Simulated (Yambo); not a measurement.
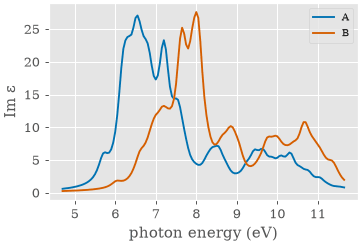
Figure: Two computed absorption spectra of BeSe (zinc blende, space group F-43m, No. 216) (Yambo, PBEsol bands with the same scissor, field along x)

Task: Which curve includes the electron-hole attraction (BSE)?

Result: Curve A: the attraction moves weight to lower energy (centre of the plotted range 7.5 eV against 8.5 eV). Settings: 6×6×6 mesh, 6 valence and 10 conduction bands, static screening with 44 bands and a 4 Ry block, scissor 1.89 eV, Tamm-Dancoff. The scissor comes from a G0W0 run whose convergence isn't established. Broadening 0.15 eV. The band window holds all transitions up to 13.4 eV. On this mesh the peak heights and the fine structure are mesh artefacts; only the shift of weight is robust.

The standard potential for Se keeps a d shell in the valence without the s and p states of that shell. In tests on such compounds this moved G0W0 gaps by up to about 0.9 eV, so absolute quasiparticle energies here are unreliable; differences between settings are what counts.

Spin-orbit coupling is included.

Geometry relaxed with PBEsol; primitive cell a = b = c = 3.628 Å, α = β = γ = 60.00°.
